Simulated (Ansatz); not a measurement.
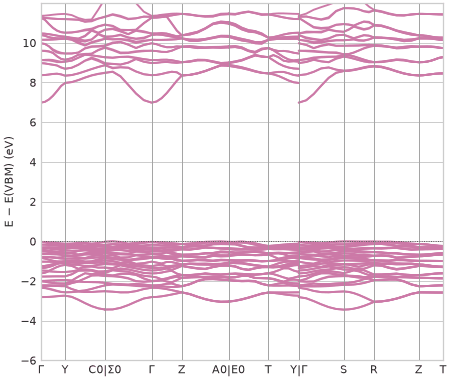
Figure: Band structure from PBEsol with spin–orbit coupling in the plane-wave PAW code Ansatz

### Question
Read off the gap and where the band edges lie.

### Answer
About 7.0 eV (6.98 eV by a search for the band edges); maximum on the Σ0–Γ line, 17 % of the way from Σ0, minimum at Γ.

The material is BaMgF$_{4}$ in space group Cmc2_1 (No. 36; Pearson symbol oS24).

The first step of the workflow began from a Materials Project structure, measured or hypothetical; the Crystallography Open Database files this formula in space group No. 36, but the cells were not matched. Whether it is the stable phase at ambient conditions was not checked. The cell was relaxed with PBEsol under the symmetry of its start; its stability against distortions is not shown here.

Potentials: the later of the program's two PAW sets.
